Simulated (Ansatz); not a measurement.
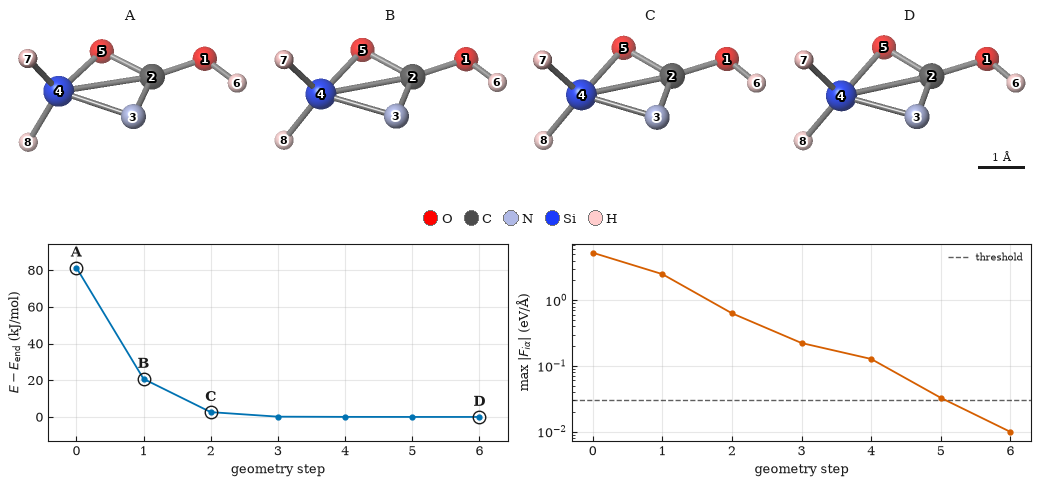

Frames of a relaxation of CH₃NO₂Si (coarse preliminary run), marked on the history of the run. Style: ball-and-stick. Shown from a free direction.

The start comes from a force field.

Level of theory: RKS PBE-D4/def2-SVP in Ansatz. (force threshold 0.03 eV/Å; at most 200 steps)

Question: Describe the path.

Answer: The largest moves after the best rigid fit, 0.12 Å, are those of Si4 and O5. By element the largest moves are Si 0.12 Å, O 0.12 Å, H 0.12 Å, N 0.09 Å, C 0.02 Å. Among the contacts that change: Si4–O5 1.612 → 1.785 Å, O1–C2 1.272 → 1.330 Å, Si4–H7 1.439 → 1.497 Å, O1–H6 1.030 → 0.980 Å. Bond angles that change, for instance: N3–Si4–H8 107.6° → 118.7°, H7–Si4–H8 121.5° → 111.8°, C2–O5–Si4 90.4° → 81.0°. The energy falls by 81.4 kJ/mol in 6 geometry steps. The largest force component goes from 5.3 to 0.0099 eV/Å. The run took 6.5 s on 2 threads of INTEL XEON PLATINUM 8581C @ 2.30GHz, with other jobs on the host. From step 0 to 1: H8 moves most (0.10 Å), energy −60.6 kJ/mol. From step 1 to 2: O5 moves most (0.07 Å), energy −18.1 kJ/mol. From step 2 to 6: H6 moves most (0.04 Å), energy −2.63 kJ/mol.
